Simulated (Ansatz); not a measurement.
# Cl2FGeHO: from a rough start to a stationary point

The task is to find a stationary geometry of Cl2FGeHO, check the end point by its vibrations and derive ideal-gas thermochemistry, and look at its orbitals and charge.

Program: Ansatz 0.2.0, Gaussian basis. Level of theory: RKS PBE0-D4/def2-TZVP. These are calculated values, not measurements.

Plan: relaxation at PBE-D4/def2-SVP; relaxation at PBE0-D4/def2-TZVP; harmonic vibrations at the same level; a single point in def2-TZVPP for the fields.

**1. The starting structure**

6 atoms, charge 0, spin multiplicity 1.

Atoms are counted from 1 here; the program's logs count them from 0.

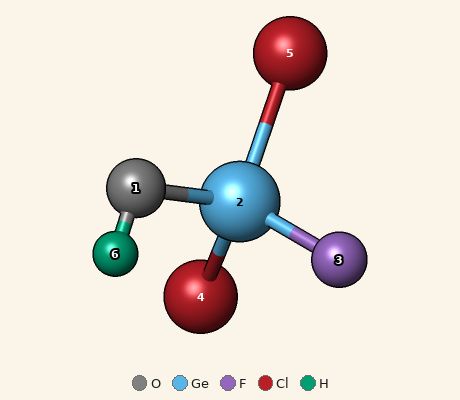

Start geometry, drawn with oxygen grey, germanium blue, fluorine purple, chlorine red, hydrogen teal; atoms are numbered from 1 in the order of the file.

Geometry (Å):

```xyz
6

O    -0.6675    0.4728    1.2172
Ge    0.1851    0.0414   -0.2643
F     1.6969   -0.6584    0.1848
Cl   -0.8874   -1.3972   -1.3882
Cl    0.5368    1.7865   -1.5092
H    -0.8218   -0.3091    1.7135
```

The start is a force-field geometry with small random shifts, so a cheaper pass at PBE-D4/def2-SVP comes first.

**2. Relaxation at PBE-D4/def2-SVP (cheap first pass)**

in.yaml reads:

```yaml
crystal:
  periodic: [false, false, false]
  atoms:
    - {symbol: O, position_ang: [-0.667500, 0.472800, 1.217200]}
    - {symbol: Ge, position_ang: [0.185100, 0.041400, -0.264300]}
    - {symbol: F, position_ang: [1.696900, -0.658400, 0.184800]}
    - {symbol: Cl, position_ang: [-0.887400, -1.397200, -1.388200]}
    - {symbol: Cl, position_ang: [0.536800, 1.786500, -1.509200]}
    - {symbol: H, position_ang: [-0.821800, -0.309100, 1.713500]}
basis:
  gaussian: {orbitals: def2-SVP}
hamiltonian: {xc: pbe, dispersion: d4}
relax: {f_tol: 0.03, max_steps: 200}
```

The run is started by

```bash
ansatz run in.yaml --threads 4 --pin off --events-out ev --progress --plain --max-ram 10444MiB
```

What it wrote (excerpt; [...] marks lines left out):

```text
Functional definition: PBE
  name "PBE"
  cite "Perdew, Burke & Ernzerhof, Phys. Rev. Lett. 77, 3865 (1996) doi:10.1103/PhysRevLett.77.3865"
  parent pbe
[...]
1090 factors; their error is unknown
[...]
mean field -86305.42557864 eV, -3171.6658900964 hartree, gradient 2.6e-5 eV, S^2 0.000000; 0 other end points of the search recorded, 0 dependent functions left out
[...]
reference -86305.42560657 eV, -3171.6658911227 hartree; 42, 42 occupied and 59, 59 virtual orbitals, 1090 factors
relax step   1: F+E_penalty+E_count = -86305.60838499 eV  Δ(F+E_penalty+E_count) = +0.000e0 eV  max|allowed force component| = 1.893e0 eV/Å  Δτ_max = 0.0000 Å  (27 SCF iters, accepted)
[...]
relax step   7: F+E_penalty+E_count = -86305.69231486 eV  Δ(F+E_penalty+E_count) = +4.004e-5 eV  max|allowed force component| = 7.804e-2 eV/Å  Δτ_max = 0.0396 Å  (26 SCF iters, rejected (line search))
[...]
relax step   8: F+E_penalty+E_count = -86305.69246510 eV  Δ(F+E_penalty+E_count) = -1.102e-4 eV  max|allowed force component| = 9.157e-3 eV/Å  Δτ_max = 0.0193 Å  (26 SCF iters, accepted)
1090 factors; their error is unknown
[...]
mean field -86305.51002816 eV, -3171.6689935590 hartree, gradient 4.5e-5 eV, S^2 0.000000; 1 other end points of the search recorded, 0 dependent functions left out
[...]
reference -86305.51005616 eV, -3171.6689945881 hartree; 42, 42 occupied and 59, 59 virtual orbitals, 1090 factors
Total energy: -86305.69249311 eV, -3171.6756990221 hartree
Atom 0 at    -0.631220     0.511723     1.205002 Å, force    -0.005624     0.001125     0.009157 eV/Å
Atom 1 at     0.198847     0.032353    -0.278069 Å, force     0.001927    -0.002368    -0.000231 eV/Å
Atom 2 at     1.742881    -0.673915     0.114223 Å, force     0.001859     0.000362    -0.002347 eV/Å
Atom 3 at    -0.884747    -1.459611    -1.380465 Å, force    -0.000560    -0.000284     0.000435 eV/Å
Atom 4 at     0.522151     1.799139    -1.425714 Å, force    -0.000112    -0.001952     0.001469 eV/Å
Atom 5 at    -0.905812    -0.273689     1.718823 Å, force     0.002510     0.003117    -0.008482 eV/Å
Dipole moment:    -0.247719    -0.153543     0.184518 e Å
```

Wall time 3.7 s (4 threads of AMD EPYC 9R45, shared host).

Along the way:

| step | energy from step 1 (eV) | largest force component (eV/Å) |
| --- | --- | --- |
| 1 | 0.0000 | 1.8926 |
| 2 | -0.0752 | 0.4138 |
| 3 | -0.0828 | 0.0727 |
| 4 | -0.0834 | 0.0575 |
| 5 | -0.0836 | 0.0334 |
| 6 | -0.0840 | 0.0108 |
| 7 | -0.0839 | 0.0780 |
| 8 | -0.0841 | 0.0092 |

The force was under the threshold of 0.03 eV/Å already at step 6, but the program went on to step 8.

Distances of close pairs at the start and the end, largest changes first:

| bond | before (Å) | after (Å) | change (Å) |
| --- | --- | --- | --- |
| Ge2–Cl5 | 2.172 | 2.131 | -0.041 |
| O1–H6 | 0.939 | 0.978 | +0.039 |
| Ge2–Cl4 | 2.117 | 2.148 | +0.031 |
| Ge2–F3 | 1.725 | 1.743 | +0.017 |
| O1–Ge2 | 1.763 | 1.766 | +0.003 |

**3. Relaxation at PBE0-D4/def2-TZVP**

in.yaml reads:

```yaml
crystal:
  periodic: [false, false, false]
  atoms:
    - {symbol: O, position_ang: [-0.631220, 0.511723, 1.205002]}
    - {symbol: Ge, position_ang: [0.198847, 0.032353, -0.278069]}
    - {symbol: F, position_ang: [1.742881, -0.673915, 0.114223]}
    - {symbol: Cl, position_ang: [-0.884747, -1.459611, -1.380465]}
    - {symbol: Cl, position_ang: [0.522151, 1.799139, -1.425714]}
    - {symbol: H, position_ang: [-0.905812, -0.273689, 1.718823]}
basis:
  gaussian: {orbitals: def2-TZVP}
hamiltonian: {xc: pbe0, dispersion: d4}
relax: {f_tol: 0.005, max_steps: 150}
```

The command is unchanged.

What it wrote (excerpt; [...] marks lines left out):

```text
Functional definition: PBE0
  name "PBE0"
  cite "Adamo & Barone, J. Chem. Phys. 110, 6158 (1999) doi:10.1063/1.478522"
  cite "Perdew, Burke & Ernzerhof, Phys. Rev. Lett. 77, 3865 (1996) doi:10.1103/PhysRevLett.77.3865"
  parent pbe
[...]
1288 factors; their error is unknown
[...]
mean field -86330.85518306 eV, -3172.6004108221 hartree, gradient 2.0e-5 eV, S^2 0.000000; 0 other end points of the search recorded, 0 dependent functions left out
[...]
reference -86330.85520797 eV, -3172.6004117374 hartree; 42, 42 occupied and 148, 148 virtual orbitals, 1288 factors
relax step   1: F+E_penalty+E_count = -86331.01100678 eV  Δ(F+E_penalty+E_count) = +0.000e0 eV  max|allowed force component| = 8.401e-1 eV/Å  Δτ_max = 0.0000 Å  (29 SCF iters, accepted)
[...]
1288 factors; their error is unknown
[...]
mean field -86330.90180663 eV, -3172.6021242068 hartree, gradient 4.5e-5 eV, S^2 0.000000; 1 other end points of the search recorded, 0 dependent functions left out
[...]
reference -86330.90183135 eV, -3172.6021251153 hartree; 42, 42 occupied and 148, 148 virtual orbitals, 1288 factors
Total energy: -86331.05938316 eV, -3172.6079150374 hartree
Atom 0 at    -0.615381     0.491569     1.191404 Å, force    -0.000958     0.002319    -0.002059 eV/Å
Atom 1 at     0.197460     0.033571    -0.278044 Å, force     0.001497    -0.001059     0.002248 eV/Å
Atom 2 at     1.721399    -0.658354     0.099095 Å, force    -0.000014    -0.000161    -0.002287 eV/Å
Atom 3 at    -0.868960    -1.440333    -1.358023 Å, force     0.000155    -0.000053     0.001131 eV/Å
Atom 4 at     0.521485     1.773104    -1.408138 Å, force     0.000087     0.000442     0.000621 eV/Å
Atom 5 at    -0.913903    -0.263557     1.707507 Å, force    -0.000767    -0.001488     0.000346 eV/Å
Dipole moment:    -0.260598    -0.140197     0.149891 e Å
```

Run time: 12 s. Hardware: 4 threads of AMD EPYC 9R45, shared host; peak memory 0.61 GiB.

Relaxation path:

| step | energy from step 1 (eV) | largest force component (eV/Å) |
| --- | --- | --- |
| 1 | 0.0000 | 0.8401 |
| 2 | -0.0432 | 0.2965 |
| 3 | -0.0474 | 0.0799 |
| 4 | -0.0474 | 0.1723 |
| 5 | -0.0483 | 0.0084 |
| 6 | -0.0483 | 0.0057 |
| 7 | -0.0484 | 0.0023 |

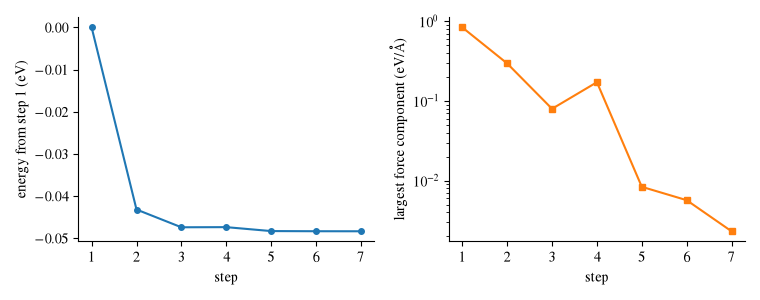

Energy and force, step by step.

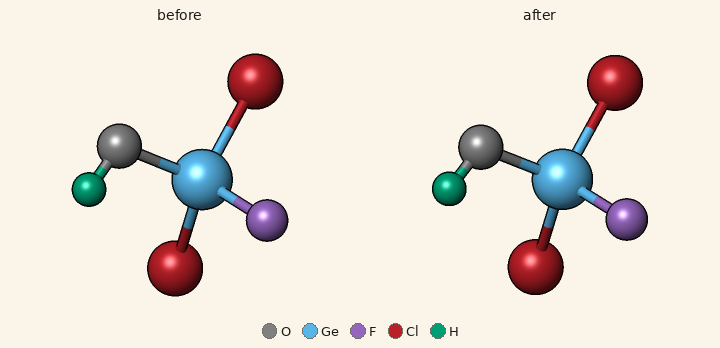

Before and after, at one scale.

Distances of close pairs at the start and the end, largest changes first:

| bond | before (Å) | after (Å) | change (Å) |
| --- | --- | --- | --- |
| Ge2–Cl4 | 2.148 | 2.116 | -0.033 |
| Ge2–Cl5 | 2.131 | 2.100 | -0.032 |
| Ge2–F3 | 1.743 | 1.716 | -0.027 |
| O1–Ge2 | 1.766 | 1.741 | -0.025 |
| O1–H6 | 0.978 | 0.962 | -0.016 |

Mulliken charges of the relaxed molecule (report file):

| atom | value (e) |
| --- | --- |
| O1 | -0.51 |
| Ge2 | 1.00 |
| F3 | -0.34 |
| Cl4 | -0.25 |
| Cl5 | -0.24 |
| H6 | 0.33 |

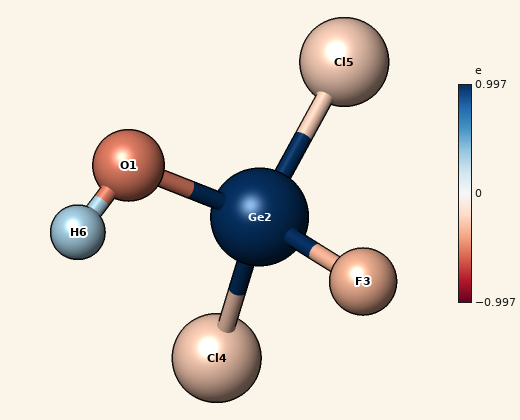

Mulliken charges of the relaxed molecule (report file), as colours on the atoms.

**4. Vibrations by finite differences**

in.yaml reads:

```yaml
crystal:
  periodic: [false, false, false]
  atoms:
    - {symbol: O, position_ang: [-0.615381, 0.491569, 1.191404]}
    - {symbol: Ge, position_ang: [0.197460, 0.033571, -0.278044]}
    - {symbol: F, position_ang: [1.721399, -0.658354, 0.099095]}
    - {symbol: Cl, position_ang: [-0.868960, -1.440333, -1.358023]}
    - {symbol: Cl, position_ang: [0.521485, 1.773104, -1.408138]}
    - {symbol: H, position_ang: [-0.913903, -0.263557, 1.707507]}
basis:
  gaussian: {orbitals: def2-TZVP}
hamiltonian: {xc: pbe0, dispersion: d4}
phonons: {temperatures: {t_min: 298.15, t_max: 900, t_step: 200}}
```

Same command.

What it wrote (excerpt; [...] marks lines left out):

```text
Functional definition: PBE0
  name "PBE0"
  cite "Adamo & Barone, J. Chem. Phys. 110, 6158 (1999) doi:10.1063/1.478522"
  cite "Perdew, Burke & Ernzerhof, Phys. Rev. Lett. 77, 3865 (1996) doi:10.1103/PhysRevLett.77.3865"
  parent pbe
[...]
1288 factors; their error is unknown
[...]
mean field -86330.90181798 eV, -3172.6021246238 hartree, gradient 2.2e-5 eV, S^2 0.000000; 0 other end points of the search recorded, 0 dependent functions left out
[...]
reference -86330.90184268 eV, -3172.6021255315 hartree; 42, 42 occupied and 148, 148 virtual orbitals, 1288 factors
[...]
1288 factors; their error is unknown
mean field -86330.90176549 eV, -3172.6021226949 hartree, gradient 2.8e-6 eV, S^2 0.000000; 0 other end points of the search recorded, 0 dependent functions left out
[...]
reference -86330.90179020 eV, -3172.6021236027 hartree; 42, 42 occupied and 148, 148 virtual orbitals, 1288 factors
[...]
reference -86330.90178369 eV, -3172.6021233635 hartree; 42, 42 occupied and 148, 148 virtual orbitals, 1288 factors
Total energy: -86331.05939448 eV, -3172.6079154535 hartree
Atom 0 at    -0.615381     0.491569     1.191404 Å, force    -0.000953     0.002305    -0.002041 eV/Å
Atom 1 at     0.197460     0.033571    -0.278044 Å, force     0.001531    -0.001119     0.002144 eV/Å
Atom 2 at     1.721399    -0.658354     0.099095 Å, force    -0.000045    -0.000141    -0.002265 eV/Å
Atom 3 at    -0.868960    -1.440333    -1.358023 Å, force     0.000137    -0.000085     0.001171 eV/Å
Atom 4 at     0.521485     1.773104    -1.408138 Å, force     0.000097     0.000502     0.000659 eV/Å
Atom 5 at    -0.913903    -0.263557     1.707507 Å, force    -0.000767    -0.001463     0.000333 eV/Å
Dipole moment:    -0.260598    -0.140198     0.149890 e Å
Vibrations: 94.26 144.82 187.95 198.25 233.93 250.54 435.51 478.37 729.53 769.52 934.33 3874.40 cm⁻¹, zero-point energy 0.516482 eV
```

Wall time 42 s (4 threads of AMD EPYC 9R45, shared host); peak memory 0.61 GiB.

Motions are named by where the mode's potential energy lies. Wavenumbers, unscaled:

| mode | cm⁻¹ | motion |
| --- | --- | --- |
| 1 | 94 | torsion with bend |
| 2 | 145 | bend |
| 3 | 188 | bend with torsion |
| 4 | 198 | bend |
| 5 | 234 | bend with torsion |
| 6 | 251 | bend |
| 7 | 436 | Ge–Cl stretch |
| 8 | 478 | Ge–Cl stretch |
| 9 | 730 | Ge–F stretch |
| 10 | 770 | Ge–O stretch |
| 11 | 934 | bend |
| 12 | 3874 | O–H stretch |

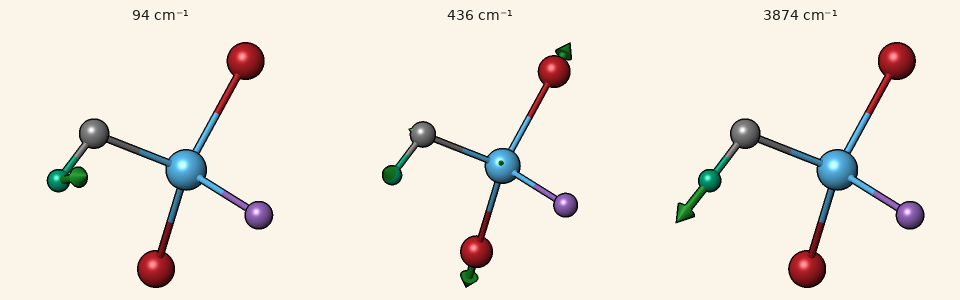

Displacements of 3 modes, as arrows.

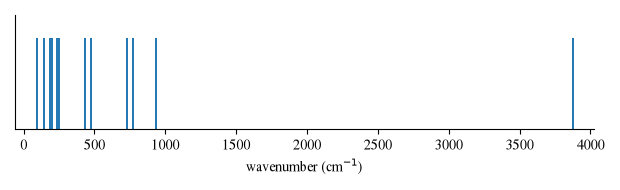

The harmonic wavenumbers as sticks (no intensities were computed).

Ideal gas, rigid rotor and harmonic oscillator at 298.15 K and 1 bar, with symmetry number 1:

| term | value |
| --- | --- |
| zero-point energy | 49.8 kJ/mol |
| H(298) − E | 71.0 kJ/mol |
| entropy, translation | 173.6 J/(mol K) |
| entropy, rotation | 118.2 J/(mol K) |
| entropy, vibration | 68.9 J/(mol K) |
| entropy, total | 360.7 J/(mol K) |

**5. A single point for the fields**

Edit in.yaml of step 4 so:

```diff
@@ -10,4 +10,4 @@
 basis:
-  gaussian: {orbitals: def2-TZVP}
+  gaussian: {orbitals: def2-TZVPP}
 hamiltonian: {xc: pbe0, dispersion: d4}
-phonons: {temperatures: {t_min: 298.15, t_max: 900, t_step: 200}}
+output: {orbitals: {seedname: orbitals}}
```

The command is unchanged.

What it wrote:

```text
Functional definition: PBE0
  name "PBE0"
  cite "Adamo & Barone, J. Chem. Phys. 110, 6158 (1999) doi:10.1063/1.478522"
  cite "Perdew, Burke & Ernzerhof, Phys. Rev. Lett. 77, 3865 (1996) doi:10.1103/PhysRevLett.77.3865"
  parent pbe
  parameter a = 0.25
  parameter kappa = 0.804
  parameter beta = 0.06672455060314922
  exchange = (1 - a)*pbe_x(kappa = kappa, mu = beta*pi^2/3) + a*exact_x
  correlation = pbe_c(beta = beta)
1417 factors; their error is unknown
mean field evaluation 1: about -86324.5474 eV, gradient 6.4e1 eV
mean field evaluation 2: about -86311.0581 eV, gradient 1.1e2 eV
mean field evaluation 4: about -86330.5650 eV, gradient 5.0e0 eV
mean field evaluation 8: about -86330.6024 eV, gradient 1.5e-1 eV
mean field evaluation 16: about -86330.9485 eV, gradient 2.4e-5 eV
mean field -86330.94846045 eV, -3172.6038387031 hartree, gradient 4.0e-5 eV, S^2 0.000000; 0 other end points of the search recorded, 0 dependent functions left out
reference -86330.94848535 eV, -3172.6038396181 hartree; 42, 42 occupied and 166, 166 virtual orbitals, 1417 factors
Total energy: -86331.10603716 eV, -3172.6096295401 hartree
```

Run time: 1.2 s. Hardware: 4 threads of AMD EPYC 9R45, shared host; peak memory 0.69 GiB.

The fields below are evaluated on a grid from the run's orbitals.

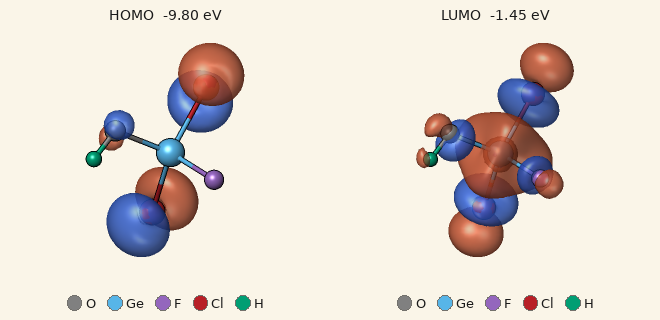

Frontier orbitals at PBE0-D4/def2-TZVPP; each surface holds 70 % of the orbital's density, blue and red mark the sign.

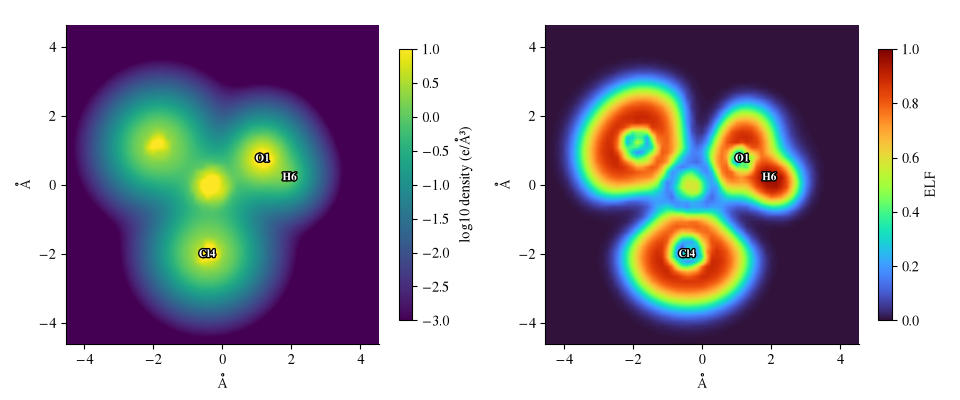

Density (left) and ELF (right) in a plane through or near 3 of the atoms.

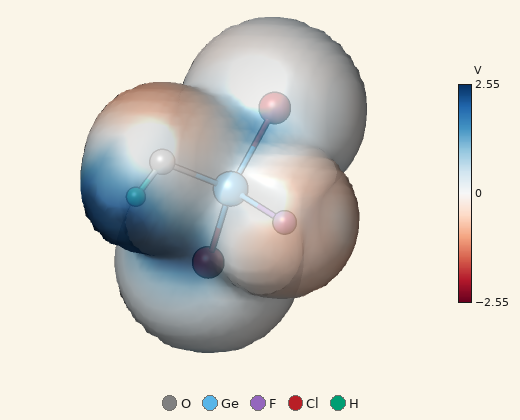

Electrostatic potential on the surface of density 0.002 e/bohr³; red is low, blue high. It runs from -0.82 V near O1 to 2.55 V near H6.

**6. What came out**

```
                  quantity            value
               point group               C1
                     steps            8 + 7
shift from the start (rms)          0.078 Å
              total energy   -86331.0594 eV
           dispersion term         -158 meV
             dipole moment           1.59 D
lowest, highest wavenumber    94, 3874 cm⁻¹
         zero-point energy      49.8 kJ/mol
       entropy at 298.15 K  360.7 J/(mol K)
                HOMO, LUMO  -9.80, -1.45 eV
```

What this shows: The relaxed geometry lies 0.08 Å (rms) from the start; the bond that changed most is Ge2–Cl5, from 2.172 to 2.100 Å. No mode is imaginary: a true minimum at this level. The stiffest mode, 3874 cm⁻¹, is an O–H stretch, and 4 modes under 200 cm⁻¹ make the vibrational entropy uncertain. Harmonic hybrid wavenumbers usually lie a few per cent above measured fundamentals. The largest Mulliken charge, +1.00 e, sits on Ge2. The HOMO lies mostly on Cl4, Cl5 about 46 % each and the LUMO on Ge2 33 %; Cl4, Cl5 about 21 % each.
